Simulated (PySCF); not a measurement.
Electron detachment energy of Br⁻ ([Kr] → [Ar] 3d¹⁰ 4s² 4p⁵). PySCF, def2-TZVPPD, non-relativistic, unrestricted single determinants, no spin-orbit coupling. Methods marked “valence” freeze 28 core electrons; methods marked “subvalence” freeze 10 core electrons.

The results, method by method:

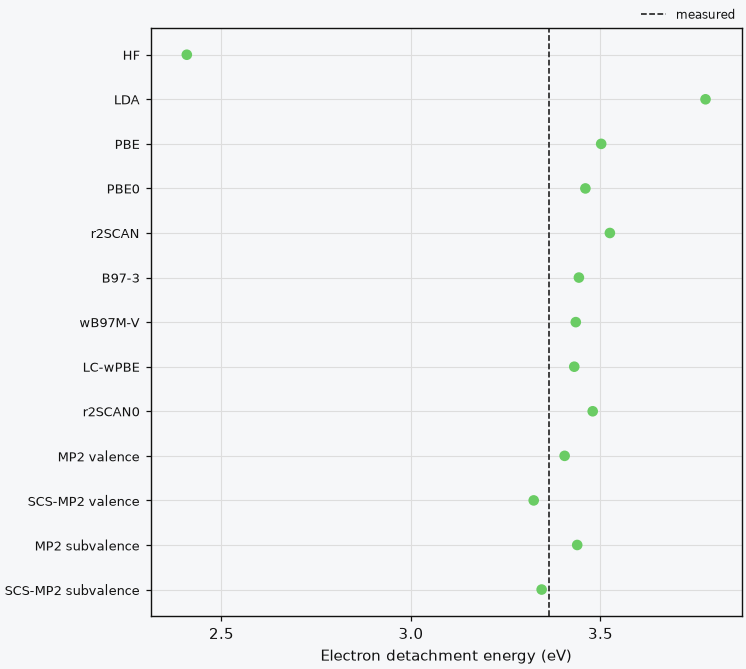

```
            Method  Electron detachment energy (eV)
                HF                             2.41
               LDA                             3.78
               PBE                             3.50
              PBE0                             3.46
            r2SCAN                             3.52
             B97-3                             3.44
           wB97M-V                             3.43
           LC-wPBE                             3.43
           r2SCAN0                             3.48
       MP2 valence                             3.41
   SCS-MP2 valence                             3.32
    MP2 subvalence                             3.44
SCS-MP2 subvalence                             3.34
```

The values run from 2.41 eV (HF) to 3.78 eV (LDA). The measured value is 3.36 eV; nearest to it come SCS-MP2 subvalence (−0.02) and SCS-MP2 valence (−0.04), furthest HF (−0.95 eV). These values lack spin-orbit coupling; with the first-order correction of −0.14 eV added, PBE comes nearest (+0.00).

Known limits: highest occupied orbital is unbound; relativistic shift absent.
